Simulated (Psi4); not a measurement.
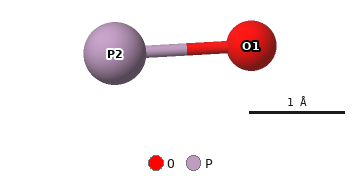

*The input geometry (ball-and-stick view, seen at a tilt; atoms are numbered from 1 in the order of the input).*

# Run report: PO, optimise calculation

The run: optimise calculation of PO (Phosphorus monoxide), multiplicity 2. Method and program: MP2/3-21G, UHF (Psi4 1.11).

The run did not end well. The geometry comes from this level: GFN2-xTB.

The input (calc.in)
```
memory 1600 MB

molecule {
  0 2
  O      0.00000000     0.00000000     0.00000000
  P      0.00000000     0.00000000     2.74972159
  units au
  symmetry c1
}

set globals {
  reference uhf
  puream true
  scf_type df
  num_frozen_docc 6
  g_convergence gau_tight
  geom_maxiter 50
  maxiter 150
}

optimize("mp2/3-21G")
```

Run on 1 thread of Intel Xeon (Granite Rapids), 192 GiB of memory available, shared host.

Run as:
```bash
psi4 calc.in calc.out -n 1
```

Log
```
Psi4 1.11 release

gradient() will perform analytic gradient computation.
    For method 'MP2', SCF Algorithm Type (re)set to DISK_DF.

   => Loading Basis Set <=

    Name: 3-21G
    Role: ORBITAL
    Keyword: BASIS

         ---------------------------------------------------------
                                   SCF
                              UHF Reference
                        1 Threads,   1525 MiB Core
         ---------------------------------------------------------

  ==> Geometry <==

    Molecular point group: c1
    Full point group: C_inf_v

    Geometry (in Bohr), charge = 0, multiplicity = 2:

       Center              X                  Y                   Z               Mass
    ------------   -----------------  -----------------  -----------------  -----------------
         O            0.000000000000     0.000000000000    -1.813319604112    15.994914619570
         P            0.000000000000     0.000000000000     0.936401985888    30.973761998420

  Running in c1 symmetry.

  Rotational constants: A = ************  B =      0.75483  C =      0.75483 [cm^-1]
  Rotational constants: A = ************  B =  22629.23785  C =  22629.23785 [MHz]
  Nuclear repulsion =   43.640781829116015

  Charge       = 0
  Multiplicity = 2
  Electrons    = 23
  Nalpha       = 12
  Nbeta        = 11

  ==> Algorithm <==

  SCF Algorithm Type is DISK_DF.
  DIIS enabled.
  MOM disabled.
  Fractional occupation disabled.
  Guess Type is SAD.
  Energy threshold   = 1.00e-10
  Density threshold  = 1.00e-10
  Integral threshold = 1.00e-12

  ==> Primary Basis <==

  Basis Set: 3-21G
    Blend: 3-21G
    Number of shells: 12
    Number of basis functions: 22
    Number of Cartesian functions: 22
    Spherical Harmonics?: true
    Max angular momentum: 1

   => Loading Basis Set <=

    Name: (3-21G AUX)
    Role: JKFIT
    Keyword: DF_BASIS_SCF

  ==> Integral Setup <==

  ==> DiskDFJK: Density-Fitted J/K Matrices <==

    J tasked:                  Yes
    K tasked:                  Yes
    wK tasked:                  No
    Integrals threads:           1
    Memory [MiB]:             1144
    Algorithm:                Core
    Integral Cache:           SAVE
    Schwarz Cutoff:          1E-12
    Fitting Condition:       1E-10

   => Auxiliary Basis Set <=

  Basis Set: (3-21G AUX)
    Blend: DEF2-UNIVERSAL-JKFIT
    Number of shells: 63
    Number of basis functions: 205
    Number of Cartesian functions: 248
    Spherical Harmonics?: true
    Max angular momentum: 4

  Minimum eigenvalue in the overlap matrix is 9.9820185764E-02.
  Reciprocal condition number of the overlap matrix is 3.4729528160E-02.
    Using symmetric orthogonalization.

  ==> Pre-Iterations <==

  SCF Guess: Superposition of Atomic Densities via on-the-fly atomic UHF (no occupation information).

   -------------------------
    Irrep   Nso     Nmo
   -------------------------
     A         22      22
   -------------------------
    Total      22      22
   -------------------------

  ==> Iterations <==

                           Total Energy        Delta E     RMS |[F,P]|

   @DF-UHF iter SAD:  -412.73686623044563   -4.12737e+02   0.00000e+00
   @DF-UHF iter   1:  -413.31140681507543   -5.74541e-01   1.76940e-02 DIIS/ADIIS
   @DF-UHF iter   2:  -413.32186730000478   -1.04605e-02   1.89684e-02 DIIS/ADIIS
   @DF-UHF iter   3:  -413.38502070926825   -6.31534e-02   1.14251e-03 DIIS/ADIIS
   @DF-UHF iter   4:  -413.38567880678193   -6.58098e-04   4.87161e-04 DIIS/ADIIS
   @DF-UHF iter   5:  -413.38579510581582   -1.16299e-04   1.32541e-04 DIIS/ADIIS
   @DF-UHF iter   6:  -413.38582240273274   -2.72969e-05   9.00711e-05 DIIS
   @DF-UHF iter   7:  -413.38583827123608   -1.58685e-05   8.81402e-05 DIIS
   @DF-UHF iter   8:  -413.38583757081466    7.00421e-07   8.80168e-05 DIIS
   @DF-UHF iter   9:  -413.38569304288478    1.44528e-04   7.73284e-05 DIIS
[... 131 lines of further cycles ...]
   @DF-UHF iter 141:  -413.38559699836907   -3.34521e-05   1.01077e-04 DIIS/ADIIS
   @DF-UHF iter 142:  -413.38552711937717    6.98790e-05   1.16607e-04 DIIS/ADIIS
   @DF-UHF iter 143:  -413.38562121319234   -9.40938e-05   1.32148e-04 DIIS/ADIIS
   @DF-UHF iter 144:  -413.38559900991265    2.22033e-05   1.02351e-04 DIIS/ADIIS
   @DF-UHF iter 145:  -413.38560138623137   -2.37632e-06   1.03086e-04 DIIS/ADIIS
   @DF-UHF iter 146:  -413.38565599282816   -5.46066e-05   1.70452e-04 DIIS/ADIIS
   @DF-UHF iter 147:  -413.38560463358863    5.13592e-05   1.57846e-04 DIIS/ADIIS
   @DF-UHF iter 148:  -413.38560557493929   -9.41351e-07   1.61089e-04 DIIS/ADIIS
   @DF-UHF iter 149:  -413.38559811782198    7.45712e-06   1.55166e-04 DIIS/ADIIS
   @DF-UHF iter 150:  -413.38557883761177    1.92802e-05   1.52773e-04 DIIS/ADIIS

PsiException: Could not converge SCF iterations in 150 iterations.

  Failed to converge.

psi4.driver.p4util.exceptions.SCFConvergenceError: Could not converge SCF iterations in 150 iterations.

Printing out the relevant lines from the Psithon --> Python processed input file:
    core.set_global_option("SCF_TYPE", "df")
    core.set_global_option("NUM_FROZEN_DOCC", 6)
    core.set_global_option("G_CONVERGENCE", "gau_tight")
    core.set_global_option("GEOM_MAXITER", 50)
    core.set_global_option("MAXITER", 150)
--> optimize("mp2/3-21G")

!-------------------------------------------------------!
!                                                       !
!  Could not converge SCF iterations in 150 iterations. !
!                                                       !
!-------------------------------------------------------!

    Psi4 run time: 0:00:01.44
```

Outcome

- outcome: not converged
- wall time: 2.2 s
- peak memory: 0.2 GiB

Diagnosis

The run did not converge: “Could not converge SCF iterations in 150 iterations.” Its last values are not results.
